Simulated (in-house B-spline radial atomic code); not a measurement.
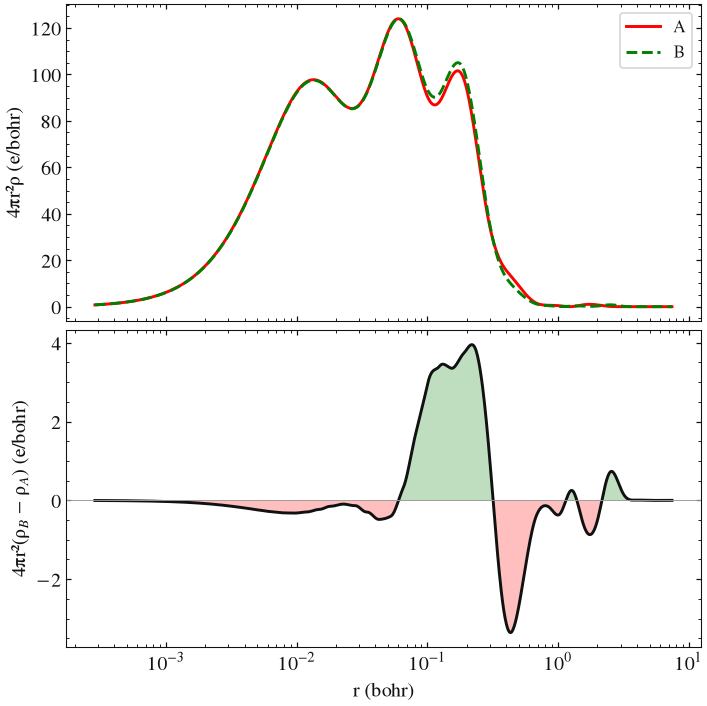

The ytterbium ion Yb³⁹⁺ was computed in two configurations: [Ar] 3d10 4s1 4p1 8g1 (open shells shared over both j by 2j + 1); [Ar] 3d9 4s2 4p1 7g1 (open shells shared over both j by 2j + 1). Level of theory: Dirac-Hartree-Fock, average of configuration, Fermi nucleus, basis-set limit. Computed with an in-house B-spline radial code.

The plot shows both radial densities and the radial density of run B less that of run A; on the logarithmic r axis, areas aren't charges.

**Assign A and B and describe the change of the density.**

A is [Ar] 3d9 4s2 4p1 7g1 (open shells shared over both j by 2j + 1); B is [Ar] 3d10 4s1 4p1 8g1 (open shells shared over both j by 2j + 1). B holds 1.3 electrons more than A where the difference is positive (most at r = 0.22 bohr) and 1.3 electrons fewer where it is negative (most at r = 0.43 bohr), with no net change. The energy of B less that of A is −1222 eV.
